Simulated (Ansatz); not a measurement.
**P: Li interstitial (started 2.01 Å from the nearest host atom), symmetric start**

Take an 8-atom supercell of P in the black-P type structure (space group Cmce, No. 64; a = 3.322 Å, b = 10.195 Å, c = 4.163 Å; layered, stacked along the Cartesian y axis) at its relaxed geometry as the base.

Now apply this change: a neutral Li interstitial (started 2.01 Å from the nearest host atom), symmetric start, atoms relaxed at fixed cell.

Calculations: PBE-D3(BJ) (Ansatz, a quantum-chemistry and plane-wave program), spin-orbit coupling left out. Settings: 7×7×7 k-points, 0.05 eV Fermi–Dirac smearing.

| quantity | base | changed | shift |
|---|---|---|---|
| pressure | 0.0 GPa | 3.1 GPa | +3.1 GPa |
| final site of the added atom | – | 8 P at 2.31–3.00 Å | – |

Final structure:

```yaml
crystal:
  lattice:
    - [1.66122, -5.09748, 0.00000]
    - [3.32244, 0.00000, -4.16301]
    - [3.32244, 0.00000, 4.16301]
  atoms:
    - { symbol: P, position: [0.66742, 0.96935, 0.23497] }
    - { symbol: P, position: [0.67695, 0.45971, 0.67432] }
    - { symbol: P, position: [0.32305, 0.04029, 0.82568] }
    - { symbol: P, position: [0.33258, 0.53065, 0.26503] }
    - { symbol: P, position: [0.75063, 0.99072, 0.64426] }
    - { symbol: P, position: [0.74821, 0.53533, 0.07415] }
    - { symbol: P, position: [0.25179, 0.96467, 0.42585] }
    - { symbol: P, position: [0.24937, 0.50928, 0.85574] }
    - { symbol: Li, position: [0.00000, 0.25000, 0.25000] }
```

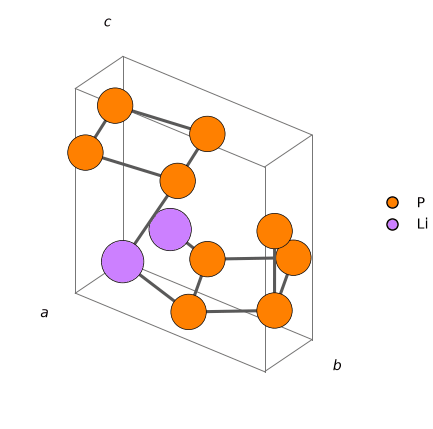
Figure: The relaxed cell after the change

In so small a cell the defect repeats every few ångströms: this is an ordered compound, not a dilute defect. The defect started on the symmetric site and kept its symmetry, so it may sit on a saddle. All final runs are without spin polarisation. The defect cell is not spin-polarised.
